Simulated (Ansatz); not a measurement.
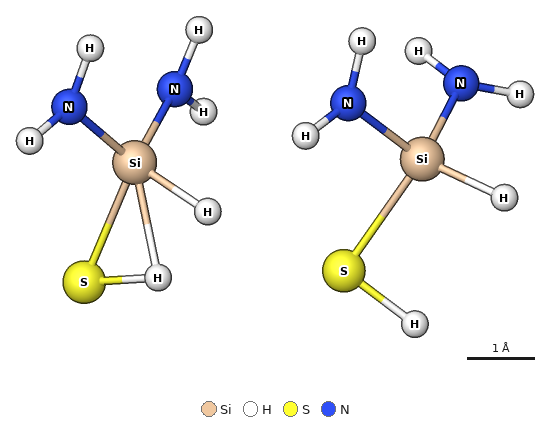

Two geometries of SiN₂H₆S (started from a transition state, displaced along its imaginary mode), drawn at one scale. One is the start of a relaxation, the other its converged end. Style: ball-and-stick. Shown from a free direction.

Theory: Ansatz 0.2.0, RKS PBE0-D4/def2-TZVP. Settings: force threshold 0.005 eV/Å; at most 200 steps.

Which of the two is the end point?

The right one is the relaxed one. The energy falls by 1.231 eV in 19 geometry steps. Largest force component: 1.9 eV/Å at the start, 0.0027 eV/Å at the end. The atom that moves furthest after the best rigid fit is an H atom (1.14 Å). Largest moves by element: H 1.14 Å, S 0.38 Å, N 0.28 Å, Si 0.27 Å. Some distances before and after: H–Si 1.760 → 2.613 Å, S–Si 2.079 → 2.150 Å, H–S 1.354 → 1.343 Å, H–Si 1.482 → 1.488 Å. Bond angles that change, for instance: Si–S–H 57.1° → 94.0°, H–Si–S 90.1° → 106.0°, S–Si–N 116.5° → 102.0°. Groups turn about S–Si by about 30°. The run took of the order of 2.5 core-minutes on a shared host.
